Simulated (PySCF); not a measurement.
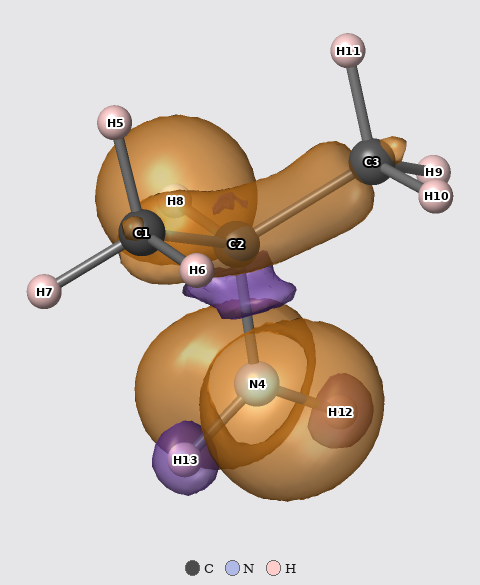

C3H9N (SMILES CC(C)[NH2+]) (charge +1, doublet). Isosurfaces of the spin density at +0.02 (orange) and −0.02 e/Å³ (purple), seen at a tilt.

Geometry: PBE0-D3(BJ)/def2-SVP.

Method: DFT single point, gas phase, functional wB97X in PySCF.

```tsv
atom	x (Å)	y (Å)	z (Å)
C	-0.6973	1.1787	0.3835
C	-0.0314	0.0031	-0.3201
C	1.3564	-0.3837	0.1746
N	-0.8900	-1.1080	-0.4465
H	-0.0552	2.0638	0.2899
H	-0.8216	0.9547	1.4539
H	-1.6769	1.4256	-0.0520
H	0.0943	0.3136	-1.4050
H	1.7871	-1.2172	-0.4000
H	1.3123	-0.6610	1.2389
H	2.0282	0.4780	0.0714
H	-0.5245	-2.0535	-0.6011
H	-1.9094	-0.9975	-0.4630
```

> Where is the unpaired spin?

The unpaired spin (1 electron) lies mostly on N4 (about 0.7), H8 (about 0.1) and C2 (about 0.1), in electrons by Hirshfeld's partition.
